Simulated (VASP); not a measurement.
Band structure of LiBr (rock salt). These are PBE GGA, VASP's PBE PAW potentials (set 64) (plane waves; VASP) values and carry that method's errors.

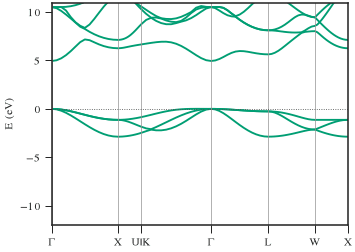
Bands along high-symmetry lines, zero at the valence-band maximum or, without a gap, the Fermi level

### Question
Read the plot: is there a gap, and where are the band edges?

### Answer
The gap is indirect, 4.94 eV, from the valence maximum at K-Γ at 0.79 to the conduction minimum at Γ. (Edges off the drawn lines would not show.)

Measured: gap 7.60 eV (computed value off by -2.66 eV), as given by Abedi et al., (2022), arXiv:2211.14644.

The compound is LiBr in the rock salt structure. It was relaxed first.
